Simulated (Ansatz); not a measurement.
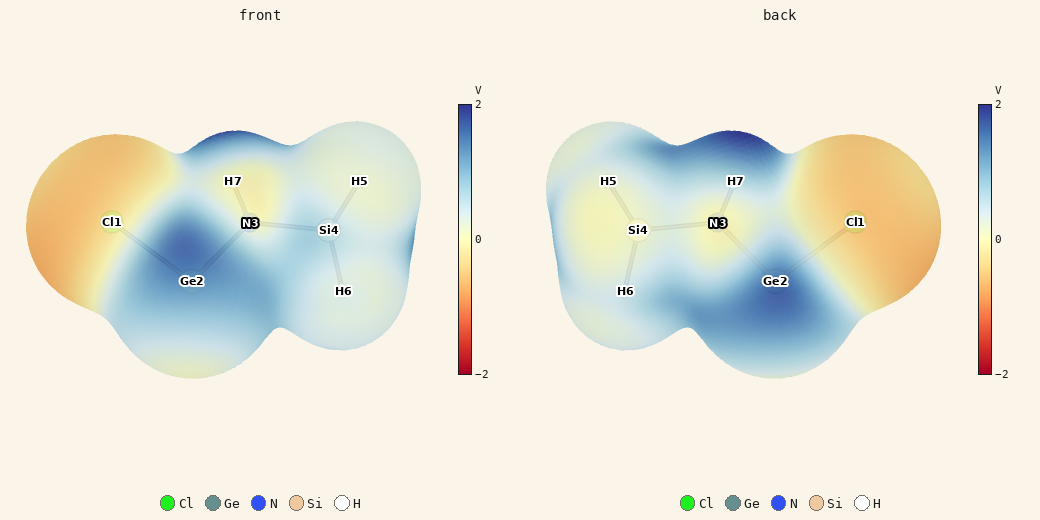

ClGeH$_{3}$NSi (doublet). The molecular electrostatic potential painted on the density surface at 0.002 e/bohr³, seen from the front and from behind; red is negative and blue positive.

Geometry: B3LYP-D3(BJ)/def2-SVP.

The calculation used isolated molecule in a Gaussian basis; Kohn-Sham density functional theory, functional PBE0 (Ansatz).

```xyz
7

Cl   -1.6352    1.0784   -1.9363
Ge   -1.1251    1.6809    0.1588
N    -1.4308    0.0098    0.9102
Si   -1.3967   -0.4503    2.6015
H    -0.5726   -1.6862    2.8100
H    -0.8104    0.7115    3.3418
H    -1.7158   -0.7087    0.2406
```

Where is the surface potential most negative and most positive?

Answer. The most negative region (about −0.7 V) lies over Cl1, the most positive (about +1.9 V) over H7.

What dipole moment does the calculation give?

Answer. Its dipole moment is 1.79 D.
